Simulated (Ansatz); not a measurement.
Process, species as SMILES: [C-]#[S+] (C-S) → C atom + S atom
B3LYP-D3(BJ)/def2-TZVP geometries, fixed; electronic energies without zero-point terms.
Largest species:
```xyz
2

C      0.0000     0.0000    -1.1142
S      0.0000     0.0000     0.4178
```
Charge 0, spin multiplicity 1.

Basis-set convergence of the atomisation energy at HF with Ansatz (a quantum-chemistry and plane-wave program). Cartesian d functions, on some or all atoms, in 6-311+G**; all else is spherical. Open shells are unrestricted. No added dispersion term, no relativity. Functions are those of the species that has most. Reference: the value in aug-cc-pV(5+d)Z, 97.48 kcal/mol, itself unsure by roughly 0.11 kcal/mol (its mean distance from pcseg-4, aug-pcseg-3, aug-cc-pV(Q+d)Z). Deviations are taken from unrounded values.

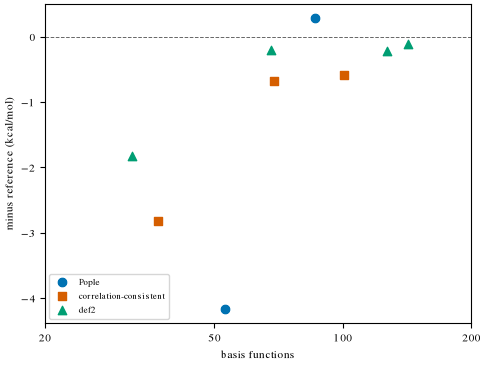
Figure. Deviation from the reference against the number of basis functions, by family of sets.

```tsv
basis	functions	atomisation energy (kcal/mol)	minus reference (kcal/mol)
def2-SVP	32	95.66	-1.82
cc-pV(D+d)Z	37	94.66	-2.82
6-311+G**	53	93.32	-4.16
def2-TZVP	68	97.27	-0.21
cc-pV(T+d)Z	69	96.80	-0.68
6-311++G(3df,3pd)	86	97.76	0.28
aug-cc-pV(T+d)Z	101	96.89	-0.59
def2-QZVPP	127	97.25	-0.23
def2-QZVPPD	142	97.37	-0.11
```
